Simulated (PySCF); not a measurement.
## Geometry relaxation of N₂H₄ (charge +1) (part 2 of 2)

N₂H₄, charge +1, multiplicity 2; B3LYP/6-31G*, UKS (PySCF 2.14.0). The atoms were displaced at random from an optimised geometry. The geometry is that of the parent species in another charge or spin state.

Geometry of the input (Å):
```
N  -0.1243  -0.6888  0.1858
N  0.4438  0.6028  0.0827
H  -1.0636  -0.7546  -0.1851
H  0.4202  -1.3314  -0.3176
H  0.1380  1.0994  -0.7017
H  0.2266  1.0943  0.9666
```

### The program's output, continued
```
----------------------------------------------
cycle 9: E = -111.574167384  dE = -1.8515e-06  norm(grad) = 0.000443161
Step    8 : Displace = 1.633e-03/2.163e-03 (rms/max) Trust = 3.000e-01 (=) Grad = 1.809e-04/2.593e-04 (rms/max) E (change) = -111.5741673837 (-1.851e-06) Quality = 1.312
Hessian Eigenvalues: 9.43818e-03 1.86485e-02 5.00000e-02 ... 5.14873e-01 6.22769e-01 7.00096e-01

Geometry optimization cycle 10
Cartesian coordinates (Angstrom)
 Atom        New coordinates             dX        dY        dZ
   N  -0.212850  -0.616741  -0.020744   -0.000893  0.000207  0.001005
   N   0.226616   0.623715   0.031220    0.000658 -0.000298 -0.000796
   H  -0.870162  -0.866741  -0.757096    0.000970  0.000127 -0.000751
   H   0.340103  -1.346576   0.425037   -0.000085 -0.000042 -0.000081
   H  -0.327497   1.352794  -0.414369   -0.000732 -0.000080  0.000963
   H   0.884249   0.875205   0.766710    0.000079  0.000083 -0.000344
converged SCF energy = -111.574168458432  <S^2> = 0.75351475  2S+1 = 2.0035117
--------------- SecondOrderUKS_Scanner gradients ---------------
         x                y                z
0 N     0.0000889146     0.0001033426    -0.0001435144
1 N    -0.0000046060    -0.0001944088     0.0002298600
2 H    -0.0000774955     0.0000532777    -0.0000407871
3 H     0.0000462569    -0.0001921111     0.0001315457
4 H    -0.0001081517     0.0001458711    -0.0001295171
5 H     0.0000550722     0.0000840280    -0.0000475766
----------------------------------------------
cycle 10: E = -111.574168458  dE = -1.07474e-06  norm(grad) = 0.000508723
Step    9 : Displace = 1.001e-03/1.448e-03 (rms/max) Trust = 3.000e-01 (=) Grad = 2.077e-04/3.011e-04 (rms/max) E (change) = -111.5741684584 (-1.075e-06) Quality = 1.557
Hessian Eigenvalues: 7.68941e-03 1.05495e-02 5.00000e-02 ... 5.14970e-01 6.15878e-01 7.08507e-01

Geometry optimization cycle 11
Cartesian coordinates (Angstrom)
 Atom        New coordinates             dX        dY        dZ
   N  -0.214559  -0.616303  -0.018949   -0.001710  0.000439  0.001795
   N   0.227879   0.623325   0.029614    0.001263 -0.000390 -0.001605
   H  -0.869223  -0.866921  -0.757545    0.000939 -0.000181 -0.000449
   H   0.340370  -1.346118   0.424457    0.000267  0.000457 -0.000581
   H  -0.327846   1.352732  -0.413466   -0.000349 -0.000062  0.000903
   H   0.883836   0.874940   0.766642   -0.000413 -0.000265 -0.000068
converged SCF energy = -111.574169638293  <S^2> = 0.75350779  2S+1 = 2.0035047
--------------- SecondOrderUKS_Scanner gradients ---------------
         x                y                z
0 N     0.0000250967     0.0001907152    -0.0000264558
1 N     0.0000164277    -0.0002742140     0.0001098774
2 H    -0.0000303732     0.0000416364    -0.0000649071
3 H     0.0000589040    -0.0001447291     0.0000864361
4 H    -0.0001000835     0.0001184570    -0.0000730153
5 H     0.0000300181     0.0000681215    -0.0000319383
----------------------------------------------
cycle 11: E = -111.574169638  dE = -1.17986e-06  norm(grad) = 0.000447142
Step   10 : Displace = 1.503e-03/2.524e-03 (rms/max) Trust = 3.000e-01 (=) Grad = 1.825e-04/2.959e-04 (rms/max) E (change) = -111.5741696383 (-1.180e-06) Quality = 1.240
Hessian Eigenvalues: 7.21716e-03 1.03019e-02 5.00000e-02 ... 5.14915e-01 5.59259e-01 7.12378e-01

Geometry optimization cycle 12
Cartesian coordinates (Angstrom)
 Atom        New coordinates             dX        dY        dZ
   N  -0.215092  -0.616137  -0.018453   -0.000532  0.000166  0.000496
   N   0.228327   0.623294   0.029019    0.000449 -0.000032 -0.000595
   H  -0.869359  -0.867193  -0.757224   -0.000137 -0.000272  0.000321
   H   0.340634  -1.345718   0.424092    0.000263  0.000401 -0.000365
   H  -0.327468   1.352764  -0.413607    0.000378  0.000032 -0.000140
   H   0.883415   0.874645   0.766924   -0.000421 -0.000295  0.000282
converged SCF energy = -111.574169887003  <S^2> = 0.75350571  2S+1 = 2.0035026
--------------- SecondOrderUKS_Scanner gradients ---------------
         x                y                z
0 N    -0.0000005523     0.0000840331     0.0000085155
1 N     0.0000032697    -0.0001107440     0.0000317092
2 H    -0.0000040458     0.0000135644    -0.0000296650
3 H     0.0000251693    -0.0000486616     0.0000246854
4 H    -0.0000344939     0.0000394576    -0.0000230281
5 H     0.0000106513     0.0000223403    -0.0000122217
----------------------------------------------
cycle 12: E = -111.574169887  dE = -2.4871e-07  norm(grad) = 0.000170719
```

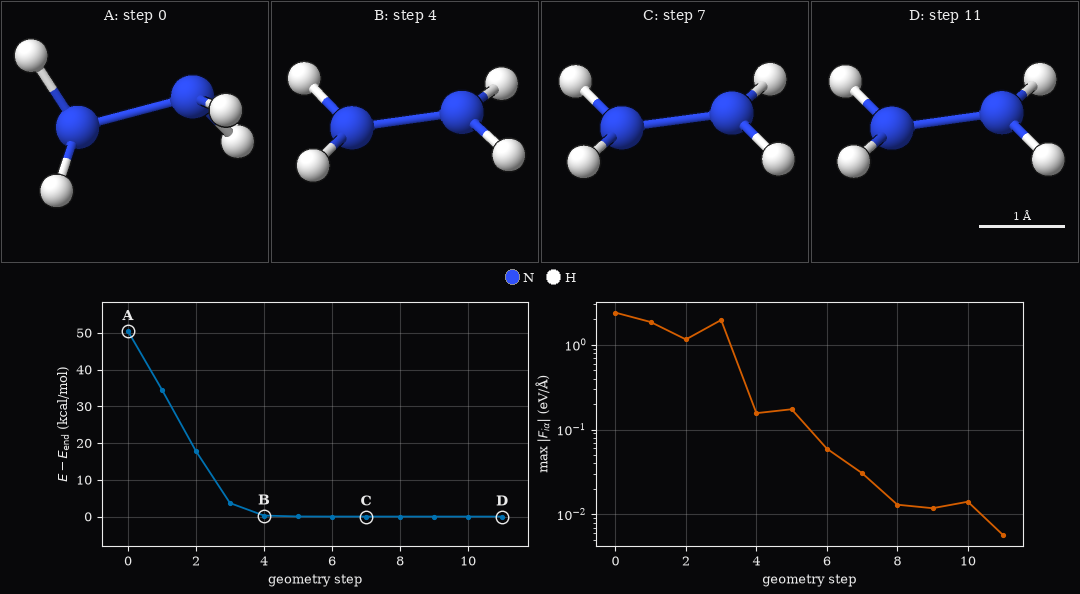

Fig. 1: Frames of the relaxation (ball-and-stick view, seen at a tilt) above the curves, on which the letters mark them (steps are counted from 0).

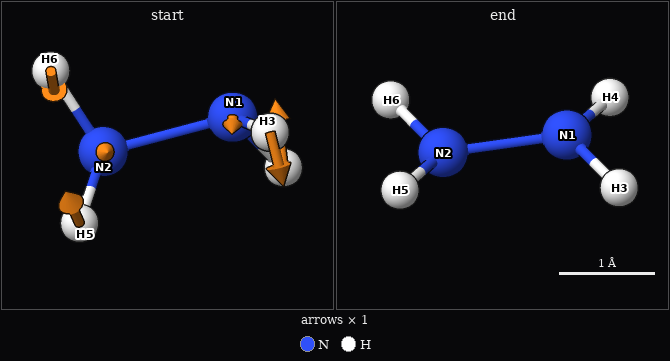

Fig. 2: Before (left) and after (right) the relaxation, at one scale (ball-and-stick view, seen at a tilt). The orange arrows give the displacements, at true length. After 11 geometry steps the energy has fallen by 50.5 kcal/mol. Largest force component: 2.4 eV/Å at the start, 0.0057 eV/Å at the end. The atom that moves furthest after the best rigid fit is H4 (0.75 Å). Largest moves by element: H 0.75 Å, N 0.23 Å. Among the contacts that change: N1–N2 1.415 → 1.317 Å, N1–H4 0.981 → 1.018 Å, N2–H6 1.034 → 1.018 Å, N1–H3 1.012 → 1.018 Å. Among the angles that change: H3–N1–H4 106.5° → 119.3°, N1–N2–H6 106.7° → 118.4°, N2–N1–H4 109.7° → 118.3°. (Atoms are counted from 1 in the order of the input.)

```
Step   11 : Displace = 5.910e-04/7.201e-04 (rms/max) Trust = 3.000e-01 (=) Grad = 6.970e-05/1.152e-04 (rms/max) E (change) = -111.5741698870 (-2.487e-07) Quality = 1.244
Hessian Eigenvalues: 7.21716e-03 1.03019e-02 5.00000e-02 ... 5.14915e-01 5.59259e-01 7.12378e-01
Converged! =D

converged: True
N          -0.21509150       -0.61613681       -0.01845310
N           0.22832749        0.62329362        0.02901890
H          -0.86935943       -0.86719335       -0.75722392
H           0.34063387       -1.34571766        0.42409200
H          -0.32746843        1.35276396       -0.41360653
H           0.88341513        0.87464519        0.76692371

WARN: HOMO -0.171438709158865 >= LUMO -0.171438709158865

converged SCF energy = -111.574169887002  <S^2> = 0.75350551  2S+1 = 2.0035024
total energy: -111.57416989 hartree
frequencies (1/cm) [ 418.6  573.6  581.4 1055.4 1416.8 1425.7 1638.  1723.5 3504.7 3523.3
 3630.2 3648.2]
temperature 298.1500 [K]
pressure 101325.00 [Pa]
Rotational constants [GHz] 157.90141 28.82070 24.57931
Symmetry number 2
Zero-point energy (ZPE) 0.05272 [Eh]   138404.225 [J/mol]
                           tot       elec      trans        rot        vib
Entropy [J/mol/K]       238.171      5.763    151.987     72.071      8.349
Cv [J/mol/K]             42.460      0.000     12.472     12.472     17.516
Cp [J/mol/K]             50.774      0.000     20.786     12.472     17.516
Internal energy [J/mol]                      3718.434   3718.434 140203.399
Internal energy [Eh]   -111.51794  -111.57417
Enthalpy [J/mol]                             6197.391   3718.434 140203.399
Enthalpy [Eh]          -111.51699
Gibbs free energy [J/mol]                  -39117.629 -17769.643 137714.093
Gibbs free energy [Eh] -111.54404
```

### Trajectory as extended XYZ (Å, eV, eV/Å), 12 frames, from step=0 to step=11
```
6
Properties=species:S:1:pos:R:3:forces:R:3 step=0 energy=-3033.89932
N    -0.1243   -0.6888    0.1858   -0.4377   1.9529  -0.1684
N     0.4438    0.6028    0.0827   -1.0319  -1.6689   2.3982
H    -1.0636   -0.7546   -0.1851   -0.6460   0.3791  -0.8977
H     0.4202   -1.3314   -0.3176    1.8932  -2.3370   0.2790
H     0.1380    1.0994   -0.7017   -1.4268   1.4499  -1.7459
H     0.2266    1.0943    0.9666    1.6491   0.2240   0.1349
6
Properties=species:S:1:pos:R:3:forces:R:3 step=1 energy=-3034.59086
N    -0.1301   -0.6971    0.1536   -0.3225   1.8582  -0.8228
N     0.3943    0.6080    0.1061   -1.2179  -1.3847  -0.0724
H    -1.0594   -0.7253   -0.2881    0.2816  -0.0635  -0.4910
H     0.4550   -1.4402   -0.2382    0.6638  -0.3408   1.1031
H     0.0389    1.1377   -0.6922   -0.5777   0.3270   0.1823
H     0.3418    1.1386    0.9896    1.1726  -0.3964   0.1009
6
Properties=species:S:1:pos:R:3:forces:R:3 step=2 energy=-3035.31571
N    -0.1618   -0.6624    0.1123   -0.1642   0.6986  -1.0598
N     0.3386    0.5961    0.0889   -1.1575  -0.2443  -0.7455
H    -1.0308   -0.7246   -0.4405    0.4895  -0.2994  -0.1131
H     0.4776   -1.4633   -0.0581   -0.0403   0.3729   1.0639
H    -0.0965    1.1887   -0.6440    0.0023  -0.0846   0.7752
H     0.5133    1.0871    0.9721    0.8701  -0.4432   0.0793
6
Properties=species:S:1:pos:R:3:forces:R:3 step=3 energy=-3035.92872
N    -0.1952   -0.6162    0.0264   -0.3096  -1.8226  -0.2917
N     0.2600    0.5969    0.0523   -0.0268   1.9631  -0.3940
H    -0.9709   -0.8074   -0.6130    0.2298   0.0113  -0.0175
H     0.4352   -1.4182    0.2200   -0.3403   0.6620   0.2985
H    -0.2211    1.2994   -0.5353    0.1475  -0.4258   0.4598
H     0.7326    0.9672    0.8803    0.2995  -0.3880  -0.0551
6
Properties=species:S:1:pos:R:3:forces:R:3 step=4 energy=-3036.07634
N    -0.2127   -0.6189   -0.0141    0.1234  -0.0244   0.0864
N     0.2311    0.6224    0.0340    0.0125   0.0062   0.0200
H    -0.9090   -0.8694   -0.7113   -0.0149   0.0996  -0.1186
H     0.3686   -1.3635    0.3742   -0.0416   0.1563   0.0697
H    -0.2847    1.3542   -0.4513   -0.1150  -0.0927  -0.0028
H     0.8472    0.8969    0.7993    0.0356  -0.1450  -0.0548
6
Properties=species:S:1:pos:R:3:forces:R:3 step=5 energy=-3036.08658
N    -0.2109   -0.6148   -0.0229   -0.0821  -0.1738   0.0027
N     0.2237    0.6225    0.0322    0.1207   0.1554   0.0368
H    -0.8782   -0.8654   -0.7488   -0.0036  -0.0240  -0.0254
H     0.3459   -1.3395    0.4232   -0.0056  -0.0679   0.0067
H    -0.3202    1.3506   -0.4230   -0.0361   0.0606  -0.0106
H     0.8802    0.8683    0.7701    0.0067   0.0497  -0.0104
6
Properties=species:S:1:pos:R:3:forces:R:3 step=6 energy=-3036.08757
N    -0.2113   -0.6169   -0.0230   -0.0166   0.0479   0.0079
N     0.2250    0.6246    0.0325    0.0235  -0.0596   0.0029
H    -0.8750   -0.8680   -0.7525    0.0003   0.0006  -0.0172
H     0.3420   -1.3438    0.4242    0.0168  -0.0403   0.0150
H    -0.3228    1.3528   -0.4192   -0.0280   0.0331  -0.0094
H     0.8825    0.8729    0.7688    0.0040   0.0183   0.0007
6
Properties=species:S:1:pos:R:3:forces:R:3 step=7 energy=-3036.08771
N    -0.2114   -0.6170   -0.0225   -0.0075   0.0265   0.0118
N     0.2254    0.6244    0.0325    0.0084  -0.0306  -0.0078
H    -0.8729   -0.8674   -0.7547    0.0033   0.0006  -0.0080
H     0.3408   -1.3458    0.4247    0.0063  -0.0079   0.0021
H    -0.3250    1.3530   -0.4171   -0.0089   0.0074   0.0017
H     0.8835    0.8745    0.7679   -0.0015   0.0039   0.0003
6
Properties=species:S:1:pos:R:3:forces:R:3 step=8 energy=-3036.08776
N    -0.2120   -0.6169   -0.0217   -0.0058   0.0044   0.0105
N     0.2260    0.6240    0.0320    0.0019  -0.0022  -0.0130
H    -0.8711   -0.8669   -0.7563    0.0045  -0.0018  -0.0009
H     0.3402   -1.3465    0.4251    0.0000   0.0065  -0.0052
H    -0.3268    1.3529   -0.4153    0.0022  -0.0043   0.0064
H     0.8842    0.8751    0.7671   -0.0028  -0.0025   0.0022
6
Properties=species:S:1:pos:R:3:forces:R:3 step=9 energy=-3036.08779
N    -0.2129   -0.6167   -0.0207   -0.0046  -0.0053   0.0074
N     0.2266    0.6237    0.0312    0.0002   0.0100  -0.0118
H    -0.8702   -0.8667   -0.7571    0.0040  -0.0027   0.0021
H     0.3401   -1.3466    0.4250   -0.0024   0.0099  -0.0068
H    -0.3275    1.3528   -0.4144    0.0056  -0.0075   0.0067
H     0.8842    0.8752    0.7667   -0.0028  -0.0043   0.0024
6
Properties=species:S:1:pos:R:3:forces:R:3 step=10 energy=-3036.08783
N    -0.2146   -0.6163   -0.0189   -0.0013  -0.0098   0.0014
N     0.2279    0.6233    0.0296   -0.0008   0.0141  -0.0056
H    -0.8692   -0.8669   -0.7575    0.0016  -0.0021   0.0033
H     0.3404   -1.3461    0.4245   -0.0030   0.0074  -0.0044
H    -0.3278    1.3527   -0.4135    0.0051  -0.0061   0.0038
H     0.8838    0.8749    0.7666   -0.0015  -0.0035   0.0016
6
Properties=species:S:1:pos:R:3:forces:R:3 step=11 energy=-3036.08783
N    -0.2151   -0.6161   -0.0185    0.0000  -0.0043  -0.0004
N     0.2283    0.6233    0.0290   -0.0002   0.0057  -0.0016
H    -0.8694   -0.8672   -0.7572    0.0002  -0.0007   0.0015
H     0.3406   -1.3457    0.4241   -0.0013   0.0025  -0.0013
H    -0.3275    1.3528   -0.4136    0.0018  -0.0020   0.0012
H     0.8834    0.8746    0.7669   -0.0005  -0.0011   0.0006
```

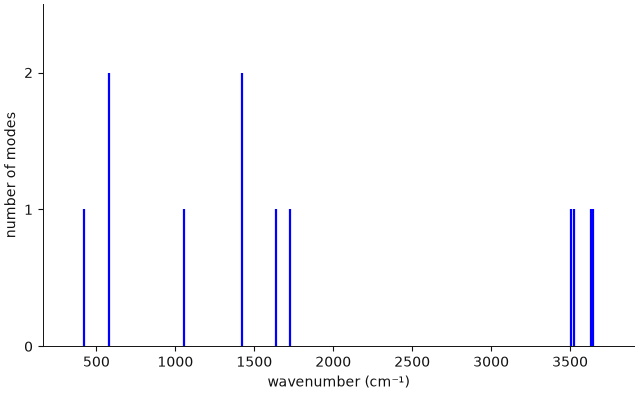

Fig. 3: Harmonic vibrational wavenumbers from the force constants; neighbouring modes closer than 15 cm⁻¹ are counted in one stick. 12 modes from 419 to 3648 cm⁻¹, none imaginary.

### Key numbers

| quantity | value |
| --- | --- |
| outcome | converged |
| total energy | −111.574170 hartree |
| basis functions | 36 |
| ⟨S²⟩ | 0.754 |
| zero-point energy | 0.052715 hartree |
| wavenumbers, lowest and highest | 419 and 3648 cm⁻¹ |
| hardware | 1 thread of Arm Neoverse V1, 24 GiB of memory available, shared host |
| wall time | 2.2 min |
| peak memory | 0.72 GiB |

### Notes

The record of the run, not the program, notes: dipole of an ion depends on the origin.
